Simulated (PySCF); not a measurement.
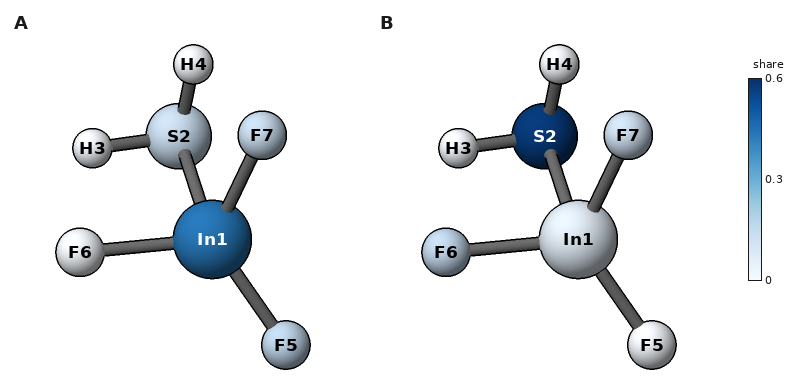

Each panel colours the atoms by their Löwdin share in one orbital (up to four of the largest shares; other atoms are shown as zero). The geometry was computed by an optimisation with PBE0-D3(BJ)/def2-SVP. No frequency run is at hand to confirm it as a minimum. Level of theory: B3LYP/def2-SVPD, core potentials on In (PySCF 2.14.0).

The panels show the HOMO, LUMO, in some order. Which is which?

Answer. A: LUMO, −2.91 eV; In1 0.43, F5 0.16, F7 0.14, S2 0.13
B: HOMO, −9.60 eV; S2 0.57, F6 0.15, F7 0.12, In1 0.05
